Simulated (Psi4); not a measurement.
# O2F (SMILES [O]OF) at U-wB97X/def2-TZVPPD

What is the vertical ionisation energy of O2F at U-wB97X/def2-TZVPPD? 

The calculation is run with Psi4 1.11.

2 further runs of the same task are left out: 2 set aside as unsound or not needed.

## Step 1: The molecule

O2F has 3 atoms, charge 0, and is taken as a doublet. SMILES: `[O]OF`. Geometry: relaxed at PBE0-D4/def2-TZVP.

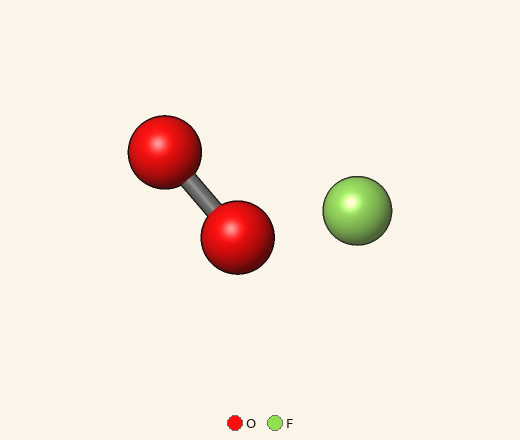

The structure, seen from a chosen angle (oxygen red, fluorine green).

## Step 2: A single-point energy at U-wB97X/def2-TZVPPD

Input file input.json:

```json
{
  "schema_name": "qcschema_input",
  "schema_version": 1,
  "molecule": {
    "schema_name": "qcschema_molecule",
    "schema_version": 2,
    "symbols": ["O", "O", "F"],
    "geometry": [1.76387036, -0.55830069, 0.91130153, 0.2518438, 0.94083795, 0.24175266, -2.01567637, -0.38253726, -1.15303529],
    "molecular_charge": 0,
    "molecular_multiplicity": 2,
    "fix_symmetry": "c1"
  },
  "driver": "energy",
  "model": {
    "method": "wb97x",
    "basis": "def2-TZVPPD"
  },
  "keywords": {
    "reference": "uks",
    "puream": true,
    "e_convergence": 1e-09,
    "d_convergence": 1e-08,
    "scf_type": "pk",
    "dft_radial_points": 99,
    "dft_spherical_points": 590,
    "maxiter": 100
  }
}
```

Command:

```sh
$ psi4 --qcschema input.json -n 1 --memory 2200MB
```

stdout:

```text
[...]
  Running in c1 symmetry.
[...]
  Nuclear repulsion =   69.596692193105000
[...]
  Multiplicity = 2
[...]
  Nalpha       = 13
  Nbeta        = 12
[...]
    Number of basis functions: 120
[...]
   @UKS iter   1:  -250.00404091465379   -4.87178e-01   4.61386e-03 DIIS/ADIIS
[...]
   @UKS iter  20:  -250.11353932555497   -1.98099e-11   6.66630e-09 DIIS
[...]
   @S^2 Observed:                8.117595647E-01
[...]
    Orbital Energies [Eh]
    ---------------------
    Alpha Occupied:
       1A    -24.749254     2A    -19.468335     3A    -19.383641
       4A     -1.520002     5A     -1.277990     6A     -0.992984
       7A     -0.750008     8A     -0.740296     9A     -0.723877
      10A     -0.530830    11A     -0.516312    12A     -0.483328
      13A     -0.448475
    Alpha Virtual:
      14A     -0.048748    15A      0.092556    16A      0.111463
      17A      0.117435    18A      0.131375    19A      0.168052
      20A      0.169337    21A      0.176968    22A      0.206483
      23A      0.211310    24A      0.243149    25A      0.270438
[...]
  @UKS Final Energy:  -250.11353932555497
   => Energetics <=
    Nuclear Repulsion Energy =             69.5966921931049995
    One-Electron Energy =                -483.5783466649958768
    Two-Electron Energy =                 183.7133488885302484
    DFT Exchange-Correlation Energy =     -19.8452337421943561
    Empirical Dispersion Energy =           0.0000000000000000
    VV10 Nonlocal Energy =                  0.0000000000000000
    Total Energy =                       -250.1135393255549673
[...]
 Multipole Moments:
 ------------------------------------------------------------------------------------
     Multipole            Electronic (a.u.)      Nuclear  (a.u.)        Total (a.u.)
 ------------------------------------------------------------------------------------
 L = 1.  Multiply by 2.5417464519 to convert [e a0] to [Debye]
 Dipole X            :         -0.4919046            1.0974127            0.6055081
 Dipole Y            :          0.0552087            0.1816294            0.2368381
 Dipole Z            :          0.0000000           -0.0000000           -0.0000000
 Magnitude           :                                                    0.6501787
[...]
```

The result, in JSON:

```text
{
 "driver": "energy",
 "model": {
  "method": "wb97x",
  "basis": "def2-TZVPPD"
 },
 "success": true,
 "return_result": -250.11353932555497,
 "properties": {
  "calcinfo_nbasis": 120,
  "calcinfo_nmo": 120,
  "calcinfo_nalpha": 13,
  "calcinfo_nbeta": 12,
  "calcinfo_natom": 3,
  "nuclear_repulsion_energy": 69.596692193105,
  "return_energy": -250.11353932555497,
  "scf_one_electron_energy": -483.5783466649959,
  "scf_two_electron_energy": 183.71334888853025,
  "scf_xc_energy": -19.845233742194356,
  "scf_dipole_moment": [0.6055081027846911, 0.23683811434989516, -3.2624641684412564e-17],
  "scf_total_energy": -250.11353932555497,
  "scf_iterations": 20
 }
}
```

Wall time 27 s (1 thread of INTEL XEON PLATINUM 8581C at 2.30GHz (Emerald Rapids), shared host); peak memory 0.93 GiB.

## Step 3: The singlet cation: energy and forces at wB97X/def2-TZVPPD

Input file fo2.in:

```
memory 2200 mb

molecule m {
  1 1
  O      0.933400    -0.295440     0.482240
  O      0.133270     0.497870     0.127930
  F     -1.066650    -0.202430    -0.610160
  symmetry c1
  no_reorient
  no_com
}

set {
  basis                def2-TZVPPD
  puream               true
  e_convergence        1e-09
  d_convergence        1e-08
  scf_type             pk
  dft_radial_points    99
  dft_spherical_points 590
}

gradient('wb97x')
```

Command:

```sh
$ psi4 -n 1 fo2.in fo2.out
```

fo2.out:

```text
[...]
  Running in c1 symmetry.
[...]
  Nuclear repulsion =   69.596692195353654
[...]
  Multiplicity = 1
[...]
  Nalpha       = 12
  Nbeta        = 12
[...]
    Number of basis functions: 120
[...]
   @RKS iter   1:  -249.36472430312645    1.52139e-01   6.48737e-03 DIIS/ADIIS
[...]
   @RKS iter  14:  -249.63523330368818   -1.24487e-11   9.02846e-09 DIIS
[...]
    Orbital Energies [Eh]
    ---------------------
    Doubly Occupied:
       1A    -25.137113     2A    -19.919319     3A    -19.827604
       4A     -1.913800     5A     -1.642834     6A     -1.357059
       7A     -1.116751     8A     -1.097566     9A     -1.096954
      10A     -0.864912    11A     -0.864504    12A     -0.850652
[...]
  @RKS Final Energy:  -249.63523330368818
   => Energetics <=
    Nuclear Repulsion Energy =             69.5966921953536541
    One-Electron Energy =                -473.8986505572583496
    Two-Electron Energy =                 174.2146557169312189
    DFT Exchange-Correlation Energy =     -19.5479306587147441
    Empirical Dispersion Energy =           0.0000000000000000
    VV10 Nonlocal Energy =                  0.0000000000000000
    Total Energy =                       -249.6352333036881816
[...]
 Multipole Moments:
 ------------------------------------------------------------------------------------
     Multipole            Electronic (a.u.)      Nuclear  (a.u.)        Total (a.u.)
 ------------------------------------------------------------------------------------
 L = 1.  Multiply by 2.5417464519 to convert [e a0] to [Debye]
 Dipole X            :          2.6651498           -2.0153740            0.6497758
 Dipole Y            :          0.5530551           -0.3825373            0.1705178
 Dipole Z            :          1.5297406           -1.1528841            0.3768564
 Magnitude           :                                                    0.7702634
[...]
  -Total Gradient:
     Atom            X                  Y                   Z
    ------   -----------------  -----------------  -----------------
       1        0.079166941013    -0.079171541599     0.034982033373
       2       -0.035389477061     0.105174687758    -0.008004190221
       3       -0.043732407808    -0.025983599473    -0.026950866680
[...]
```

Wall time 26 s (1 thread of INTEL XEON PLATINUM 8581C at 2.30GHz (Emerald Rapids), shared host); peak memory 0.94 GiB.

## Step 4: What came out

Level: U-wB97X/def2-TZVPPD.

| quantity | value |
| --- | --- |
| doublet O2F: total energy | -250.11354 Eh |
| doublet O2F: dipole moment | 1.65 D |
| doublet O2F: HOMO energy (highest over α and β) | -12.20 eV |
| doublet O2F: LUMO energy (lowest over α and β) | -1.70 eV |
| doublet O2F: ⟨S²⟩ | 0.812 |
| singlet cation: total energy | -249.63523 Eh |
| singlet cation: HOMO energy | -23.15 eV |
| singlet cation: LUMO energy | -13.68 eV |
| singlet cation: HOMO–LUMO gap | 9.47 eV |
| singlet cation: largest force on an atom | 6.032 eV/Å |
| vertical ionisation energy (to the singlet cation) | 13.015 eV |

Removing an electron at fixed nuclei costs 13.02 eV (300 kcal/mol). Only the singlet of the ionised species was computed; a triplet could lie lower.
